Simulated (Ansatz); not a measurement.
# What SrB4 (built on the sites of a database entry of SrIn4) distorts into, part 2 of 2

Wanted: the energy along a soft mode of SrB4 (built on the sites of a database entry of SrIn4) and the structure at the end.

Ansatz 0.2.0; DFT PBEsol, scalar-relativistic, plane waves, PAW.

So far, highest frequency on the path or at a solved wavevector (cm⁻¹): step 2 (response at finite wavevector) 752. Also lowest frequency on the path (cm⁻¹): step 2 -460.

The structure was built from a prototype and need not be the compound's stable phase.

**5. Energy along the mode, all amplitudes (two of the runs are shown above)**

An imaginary frequency means negative curvature, so the energy should fall and then rise again as anharmonic terms take over.

This step gave:

* depth at the lowest point sampled: 92.03 meV/atom
* largest atomic shift at that point: 0.22 Å

Table of energy from the parent by largest atomic shift:

```csv
largest atomic shift (Å),energy from the parent (meV/atom)
0.000,0
0.040,-4.44
0.080,-18.0
0.140,-53.0
0.220,-92.0
0.320,-90.7
0.450,34.0
```

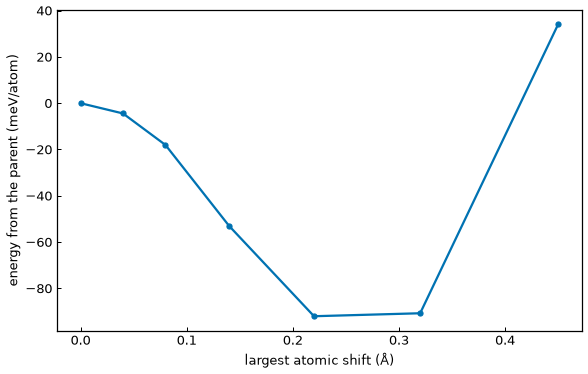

Energy from the parent, plotted against largest atomic shift.

Displacement at unit largest shift by atom:

```csv
atom,x (Å),y (Å),z (Å),size
Sr1,0.02,0.00,0.00,0.02
Sr2,-0.02,0.00,0.00,0.02
B3,-1.00,0.00,0.00,1.00
B4,1.00,0.00,0.00,1.00
B5,1.00,0.00,0.00,1.00
B6,-1.00,0.00,0.00,1.00
B7,-0.78,0.00,0.00,0.78
B8,0.78,0.00,0.00,0.78
B9,0.78,0.00,0.00,0.78
B10,-0.78,0.00,0.00,0.78
```

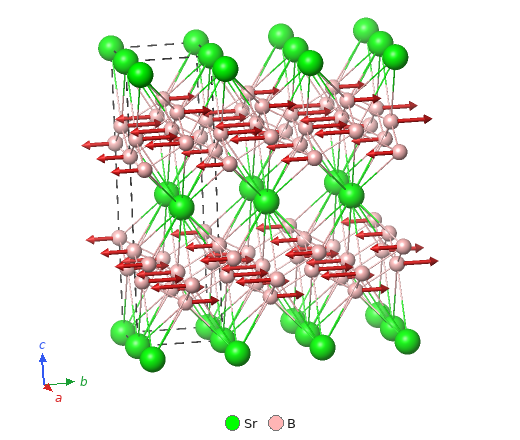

Displacement at unit largest shift as arrows, the longest 1 Å. 2×3×1 cells are drawn. Some periodic images of atoms are drawn too.

The lowest of the steps tried is at 0.22 Å, 92.0 meV/atom below the parent; the bottom of the well need not coincide with a step.

**6. Relaxation from the frozen mode**

Starting from the lowest point found, all atoms and the cell are let go, so that strain and other modes of the same symmetry can join in.

File input.yaml:

```yaml
crystal:
  lattice:
    - [0.0, -3.1456716314, 0.0]
    - [-3.1456716314, 0.0, 0.0]
    - [0.0, 0.0, -10.5221530169]
  atoms:
    - { symbol: Sr, position: [0.5, 0.4986123946, 0.5] }
    - { symbol: Sr, position: [1.0, 1.0013876054, 0.0] }
    - { symbol: B, position: [0.5, 1.0699373698, 0.25] }
    - { symbol: B, position: [0.0, 0.4300626302, 0.75] }
    - { symbol: B, position: [1.0, 0.4300626302, 0.25] }
    - { symbol: B, position: [0.5, 0.0699373698, 0.75] }
    - { symbol: B, position: [0.5, 0.5545376566, 0.1660058169] }
    - { symbol: B, position: [1.0, 0.9454623434, 0.6660058169] }
    - { symbol: B, position: [0.0, -0.0545376566, 0.3339941831] }
    - { symbol: B, position: [0.5, 0.5545376566, 0.8339941831] }
kpoints:
  mp_grid: { grid: [12, 12, 4] }
hamiltonian:
  xc: pbesol
scf:
  occupations: { method: methfessel_paxton, width: 0.2 }
output:
  forces: true
  stress: true
  eigenvalues: true
relax:
  adjacent_minimum: "off"
  f_tol: 0.002
  max_steps: 120
  cell: { stress_tol: 0.03 }
```

On the command line:

```bash
$ ansatz run input.yaml --threads 8 --pin off --max-ram 14336MiB --backend cpu --events-out ev --progress --plain --runs-dir out
```

Numbers of over 12 decimals in the logs are rounded to 6 here.

The log of the run:

```text
[...]
Crystal: 10 atoms, lattice volume = 104.119 Å³
Basis set: ecut = 420 eV, 2051 PW (Γ), exchange–correlation on 48×48×144 points (8 copies of the dense FFT grid, shifted against one another)
Bands: 32, of which v1, the nominal top of the filled ones, is band 22 counted from 1 (21 counted from 0)
Symmetry: 8 space group operations
[...]
k-points: 147 of 576
[...]
SCF iter   1: F=—  HF=-8204.059197 eV  |F-HF|=—  |Δ(HF+E_count)|=         —  Δρ=6.27e-3  dr2=4.46e-2  ethr=1.77e-3  ⟨swp⟩=10.5  Hψ=30232  notcnv=0  defer=1
[...]
SCF iter   6: F=-8204.047428 eV  HF=-8204.047428 eV  |F-HF|=8.65e-9  |Δ(HF+E_count)|=   2.17e-8  S|Δr|=    0.00e0  Δρ=6.59e-6  dr2=3.92e-8  ethr=2.27e-10  ⟨swp⟩=10.7  Hψ=26030  notcnv=0
SCF 1 converged in 6 iterations: F = -8204.047428 eV  dr2 = 3.92e-8
[...]
relax step   1: F+E_penalty+E_count = -8204.04742848 eV  Δ(F+E_penalty+E_count) = +0.000e0 eV  max|allowed force component| = 1.209e0 eV/Å  Δτ_max = 0.0000 Å  P = -0.408 GPa  Ω = 104.119 Å³  (6 SCF iters, dr2 threshold 1.00e-7 eV, accepted)
Crystal: 10 atoms, lattice volume = 107.032 Å³
Basis set: ecut = 420 eV, 2103 PW (Γ), exchange–correlation on 48×48×144 points (8 copies of the dense FFT grid, shifted against one another)
[...]
SCF iter   6: F=-8204.742886 eV  HF=-8204.742886 eV  |F-HF|=7.14e-8  |Δ(HF+E_count)|=   5.84e-9  S|Δr|=    0.00e0  Δρ=1.21e-5  dr2=2.12e-7  ethr=2.27e-9  ⟨swp⟩=8.7  Hψ=24884  notcnv=0
SCF 2 converged in 6 iterations: F = -8204.742886 eV  dr2 = 2.12e-7
relax step   2: F+E_penalty+E_count = -8204.74288580 eV  Δ(F+E_penalty+E_count) = -6.955e-1 eV  max|allowed force component| = 7.125e-1 eV/Å  Δτ_max = 0.0988 Å  P = -4.346 GPa  Ω = 107.032 Å³  energy of the carried Pulay correction = -2.954e-3 eV  (6 SCF iters, dr2 threshold 1.00e-6 eV, accepted)
Crystal: 10 atoms, lattice volume = 106.116 Å³
Basis set: ecut = 420 eV, 2079 PW (Γ), exchange–correlation on 48×48×144 points (8 copies of the dense FFT grid, shifted against one another)
[...]
SCF iter   5: F=-8205.009405 eV  HF=-8205.009405 eV  |F-HF|=3.19e-7  |Δ(HF+E_count)|=   5.81e-7  S|Δr|=    0.00e0  Δρ=1.67e-5  dr2=5.80e-7  ethr=2.27e-9  ⟨swp⟩=9.1  Hψ=26365  notcnv=0
SCF 3 converged in 5 iterations: F = -8205.009405 eV  dr2 = 5.80e-7
relax step   3: F+E_penalty+E_count = -8205.00940457 eV  Δ(F+E_penalty+E_count) = -2.665e-1 eV  max|allowed force component| = 4.608e-1 eV/Å  Δτ_max = 0.0761 Å  P = -3.028 GPa  Ω = 106.116 Å³  energy of the carried Pulay correction = -2.033e-3 eV  (5 SCF iters, dr2 threshold 1.00e-6 eV, accepted)
[... from here on, the SCF cycles and remarks between the steps are left out ...]
relax step   4: F+E_penalty+E_count = -8205.11195671 eV  Δ(F+E_penalty+E_count) = -1.026e-1 eV  max|allowed force component| = 1.983e-1 eV/Å  Δτ_max = 0.0706 Å  P = +0.753 GPa  Ω = 104.571 Å³  energy of the carried Pulay correction = -4.631e-4 eV  (5 SCF iters, dr2 threshold 1.00e-6 eV, accepted)
relax step   5: F+E_penalty+E_count = -8205.12261831 eV  Δ(F+E_penalty+E_count) = -1.066e-2 eV  max|allowed force component| = 1.682e-1 eV/Å  Δτ_max = 0.0675 Å  P = +0.947 GPa  Ω = 104.011 Å³  energy of the carried Pulay correction = +1.119e-4 eV  (5 SCF iters, dr2 threshold 1.00e-6 eV, accepted)
relax step   6: F+E_penalty+E_count = -8205.12692176 eV  Δ(F+E_penalty+E_count) = -4.303e-3 eV  max|allowed force component| = 2.005e-1 eV/Å  Δτ_max = 0.0230 Å  P = -0.957 GPa  Ω = 105.602 Å³  energy of the carried Pulay correction = -1.514e-3 eV  (5 SCF iters, dr2 threshold 1.00e-6 eV, accepted)
relax step   7: F+E_penalty+E_count = -8205.13827566 eV  Δ(F+E_penalty+E_count) = -1.135e-2 eV  max|allowed force component| = 4.866e-2 eV/Å  Δτ_max = 0.0201 Å  P = -0.244 GPa  Ω = 105.069 Å³  energy of the carried Pulay correction = -9.717e-4 eV  (5 SCF iters, dr2 threshold 1.00e-6 eV, accepted)
relax step   8: F+E_penalty+E_count = -8205.13958044 eV  Δ(F+E_penalty+E_count) = -1.305e-3 eV  max|allowed force component| = 1.807e-2 eV/Å  Δτ_max = 0.0072 Å  P = +0.119 GPa  Ω = 104.774 Å³  energy of the carried Pulay correction = -6.709e-4 eV  (5 SCF iters, dr2 threshold 3.51e-7 eV, accepted)
relax step   9: F+E_penalty+E_count = -8205.13970161 eV  Δ(F+E_penalty+E_count) = -1.212e-4 eV  max|allowed force component| = 3.287e-3 eV/Å  Δτ_max = 0.0031 Å  P = +0.037 GPa  Ω = 104.866 Å³  energy of the carried Pulay correction = -7.650e-4 eV  (4 SCF iters, dr2 threshold 1.85e-7 eV, accepted)
relax step  10: F+E_penalty+E_count = -8205.13967543 eV  Δ(F+E_penalty+E_count) = +2.618e-5 eV  max|allowed force component| = 1.948e-3 eV/Å  Δτ_max = 0.0005 Å  P = -0.005 GPa  Ω = 104.900 Å³  energy of the carried Pulay correction = -7.996e-4 eV  (4 SCF iters, dr2 threshold 7.13e-9 eV, accepted)
relax step  11: F+E_penalty+E_count = -8205.14396052 eV  Δ(F+E_penalty+E_count) = -4.285e-3 eV  max|allowed force component| = 1.844e-3 eV/Å  Δτ_max = 0.0000 Å  P = +0.062 GPa  Ω = 104.900 Å³  stress off target by 1.81e-1 GPa  SCF on the basis re-selected at this cell (its energy is not comparable with the rows above)  (5 SCF iters)
relax step  12: F+E_penalty+E_count = -8205.14393414 eV  Δ(F+E_penalty+E_count) = +2.638e-5 eV  max|allowed force component| = 2.399e-3 eV/Å  Δτ_max = 0.0004 Å  P = -0.011 GPa  Ω = 104.940 Å³  energy of the carried Pulay correction = -5.328e-5 eV  (4 SCF iters, dr2 threshold 8.20e-8 eV, accepted)
relax step  13: F+E_penalty+E_count = -8205.14393384 eV  Δ(F+E_penalty+E_count) = +3.003e-7 eV  max|allowed force component| = 1.281e-3 eV/Å  Δτ_max = 0.0004 Å  P = -0.001 GPa  Ω = 104.942 Å³  energy of the carried Pulay correction = -5.498e-5 eV  (4 SCF iters, dr2 threshold 3.78e-9 eV, accepted)
[...]
SCF iter   4: F=-8205.143985 eV  HF=-8205.143985 eV  |F-HF|=7.28e-12  |Δ(HF+E_count)|=  8.71e-10  S|Δr|=    0.00e0  Δρ=1.01e-7  dr2=5.40e-12  ethr=1.00e-12  ⟨swp⟩=6.3  Hψ=25574  notcnv=0
SCF 14 converged in 4 iterations: F = -8205.143985 eV  dr2 = 5.40e-12
relax step  14: F+E_penalty+E_count = -8205.14398514 eV  Δ(F+E_penalty+E_count) = -5.130e-5 eV  max|allowed force component| = 1.282e-3 eV/Å  Δτ_max = 0.0000 Å  P = -0.001 GPa  Ω = 104.942 Å³  stress off target by 1.23e-2 GPa  SCF on the basis re-selected at this cell (its energy is not comparable with the rows above)  (4 SCF iters)
[...]
SCF converged after 4 iterations
[...]
Free energy (F): -8205.143985 eV
[...]
Internal energy: -8205.145760 eV  (E = F + TS)
E sigma→0 (E₀):  -8205.144429 eV
Entropy (-TS):   0.001774 eV (0.177 meV/atom)
Fermi energy:    11.639319 eV
[...]
--- Forces (eV/Å), atoms counted from 1 ---
  atom   1  Sr    -0.00015055     0.00000000     0.00000000
  atom   2  Sr     0.00015055     0.00000000     0.00000000
  atom   3  B      0.00128169     0.00000000     0.00044613
  atom   4  B     -0.00128169     0.00000000     0.00044613
  atom   5  B     -0.00128169     0.00000000    -0.00044613
  atom   6  B      0.00128169     0.00000000    -0.00044613
  atom   7  B     -0.00033145     0.00000000     0.00043697
  atom   8  B      0.00033145     0.00000000     0.00043697
  atom   9  B      0.00033145     0.00000000    -0.00043697
  atom  10  B     -0.00033145     0.00000000    -0.00043697
  max |Σ_I F_I| component: 1.11e-16 eV/Å
--- Stress (GPa, compression-positive) ---
       -0.011388       0.000000       0.000000
        0.000000       0.012335       0.000000
        0.000000       0.000000      -0.004857
  P = ⅓ Tr σ = -0.0013 GPa (-0.013 kbar)
--- Band table (eV; the first three rows and the last of 147) ---
  k-point 0: bands = [... 18 lower, 7.7589, 10.5405, 10.7806, 11.8890, 11.9587, 13.0422, 13.7655, 14.3971, ... 6 higher]
  k-point 1: bands = [... 18 lower, 8.0968, 9.7003, 11.5779, 11.9423, 11.9739, 13.0056, 13.5945, 13.7452, ... 6 higher]
  k-point 2: bands = [... 18 lower, 8.8211, 8.8211, 11.8847, 11.8847, 12.5971, 12.5971, 13.4349, 13.4349, ... 6 higher]
  k-point 146: bands = [... 18 lower, 7.9746, 7.9746, 8.4578, 8.4578, 10.4129, 10.4129, 14.4445, 14.4445, ... 6 higher]
--- Relaxed structure (12 steps of the walk, 12 accepted, 2 SCFs on fresh bases) ---
  F+E_penalty+E_count = -8205.14398514 eV   max|allowed force component| = 1.282e-3 eV/Å   (the final SCF, on the basis selected at the relaxed cell)
  cell:  # Å, volume = 104.9424 Å³
    - [0.0, -3.026191, 0.0]
    - [-3.261868, 0.0, 0.0]
    - [0.0, 0.0, -10.631349]
  atoms:
    - { symbol: Sr, position: [0.500000, 0.423459, 0.500000] }
    - { symbol: Sr, position: [1.000000, 1.076541, -1.339519413914023e-19] }
    - { symbol: B, position: [0.500000, 1.103018, 0.238541] }
    - { symbol: B, position: [0, 0.396982, 0.738541] }
    - { symbol: B, position: [1.000000, 0.396982, 0.261459] }
    - { symbol: B, position: [0.500000, 0.103018, 0.761459] }
    - { symbol: B, position: [0.500000, 0.602855, 0.181093] }
    - { symbol: B, position: [1.000000, 0.897145, 0.681093] }
    - { symbol: B, position: [0, -0.102855, 0.318907] }
    - { symbol: B, position: [0.500000, 0.602855, 0.818907] }
```

Wall time 58 s (8 threads of Arm Neoverse V1, shared host); peak memory 0.78 GiB.

Relaxation path:

```csv
step,energy less that of the first step (eV),largest force component (eV/Å),pressure (GPa),volume (Å³)
1,0.0000,1.2092,-0.41,104.12
2,-0.6955,0.7125,-4.35,107.03
3,-0.9620,0.4608,-3.03,106.12
4,-1.0645,0.1983,0.75,104.57
5,-1.0752,0.1682,0.95,104.01
6,-1.0795,0.2005,-0.96,105.60
7,-1.0908,0.0487,-0.24,105.07
8,-1.0922,0.0181,0.12,104.77
9,-1.0923,0.0033,0.04,104.87
10,-1.0922,0.0019,-0.01,104.90
11*,-1.0965,0.0018,0.06,104.90
12,-1.0965,0.0024,-0.01,104.94
13,-1.0965,0.0013,0.00,104.94
14*,-1.0966,0.0013,0.00,104.94
```

Relaxation steps marked * repeat the geometry before them on a plane-wave basis chosen anew for their cell, so energy and pressure can jump there.

Forces are held to the 8 operations that the run works with; a distortion that breaks them can't arise in this run.

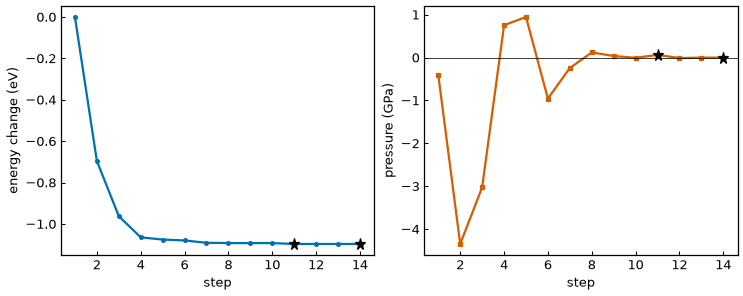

Energy and pressure along the relaxation. Stars mark steps on a basis chosen anew.

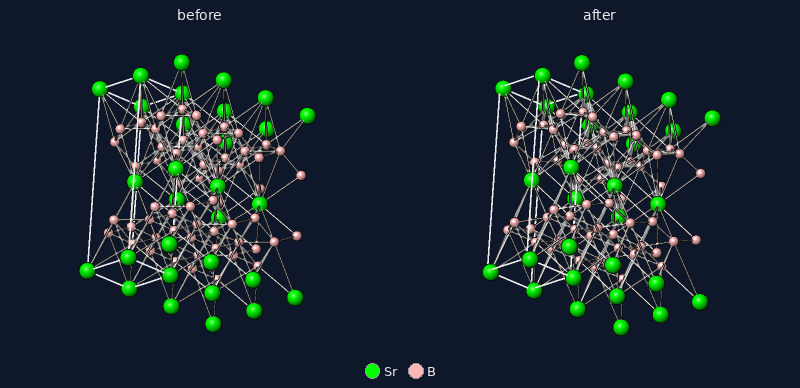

The structure before and after the relaxation, drawn at the same scale.

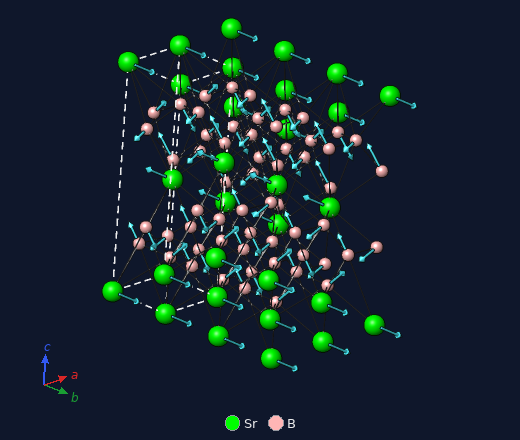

Displacements in the relaxation, exaggerated, measured against the changing cell; the longest in the cell stands for 0.25 Å. 2×3×1 cells are drawn. Some periodic images of atoms are drawn too.

```csv
cell as run,before,after,change
a (Å),3.146,3.026,-3.8 %
b (Å),3.146,3.262,+3.7 %
c (Å),10.522,10.631,+1.0 %
volume (Å³/atom),10.41,10.49,+0.8 %
```

The atoms that moved most (Å, as changes of fractional coordinates times the final cell):

```csv
atom,dx,dy,dz,length
Sr2,-0.245,0.000,0.000,0.245
Sr1,0.245,0.000,0.000,0.245
B10,-0.158,0.000,0.160,0.225
B9,0.158,0.000,0.160,0.225
B7,-0.158,0.000,-0.160,0.225
B8,0.158,0.000,-0.160,0.225
B5,0.108,0.000,-0.122,0.163
B3,-0.108,0.000,0.122,0.163
```

Final coordinates:

```cif
data_structure
_symmetry_space_group_name_H-M 'P 1'
_symmetry_Int_Tables_number 1
_cell_length_a 3.0262
_cell_length_b 3.2619
_cell_length_c 10.6313
_cell_angle_alpha 90.000
_cell_angle_beta 90.000
_cell_angle_gamma 90.000
_cell_volume 104.94
loop_
_atom_site_label
_atom_site_type_symbol
_atom_site_fract_x
_atom_site_fract_y
_atom_site_fract_z
_atom_site_occupancy
Sr1 Sr 0.50000 0.42346 0.50000 1
Sr2 Sr 0.00000 0.07654 0.00000 1
B3 B 0.50000 0.10302 0.23854 1
B4 B 0.00000 0.39698 0.73854 1
B5 B 0.00000 0.39698 0.26146 1
B6 B 0.50000 0.10302 0.76146 1
B7 B 0.50000 0.60286 0.18109 1
B8 B 0.00000 0.89714 0.68109 1
B9 B 0.00000 0.89714 0.31891 1
B10 B 0.50000 0.60286 0.81891 1
```

This step gave:

- pressure: -0.001303 GPa
- volume per atom: 10.49 Å³

The distorted start has space group Pmmn; the relaxation ends in Pmmn.

**7. What came out**

```yaml
unstable_mode_of_the_parent: q = (-0.5, -0.5, -0.5), 460i cm⁻¹
depth_at_the_lowest_point_sampled: 92.0 meV/atom
largest_atomic_shift_at_that_point: 0.22 Å
space_group_reached_within_0p01_a: Pmmn
energy_gained_over_the_parent_first_relaxation_on_the_mesh_of_the_frozen_mode: 202 meV/atom
volume_per_atom_phase_reached: 10.5 Å³
```

What this shows: Along this mode the structure falls into Pmmn, 202 meV/atom below the parent. At the parent's cell the well is 92.03 meV/atom deep on the steps tried, with its lowest point at a shift of 0.22 Å. Relaxing atoms and cell changes the gain by +109.74 meV/atom against the lowest step (energies at zero smearing). The modes of the phase reached were not computed on this path. Of the 5 patterns followed to their end from this parent, this one ends 52.5 meV/atom above the lowest, Cmcm. Each path keeps the symmetry of its pattern, so a lower phase may lie along a pattern not tried. The q mesh stands for a supercell only 6.3 Å across, so branches between the solved wavevectors are rough. With no gap, or one that is small against the smearing, the frequencies hang on the k mesh and the smearing, most of all near Kohn anomalies. A phonon run warned that its eigensolver left some bands unconverged in a pass. The starting cell was built on a prototype and not taken from a measurement, so the phase need not exist.

[Logs are printed without paths, hosts, clocks, repeated set-up lines and the standing remarks that a program may print on its own settings, such as how far it seeks lower states.]

[Hosts, paths, dates, database ids (printed as entryN), source tags and the programs' standing remarks are cut or masked in the printed files.]
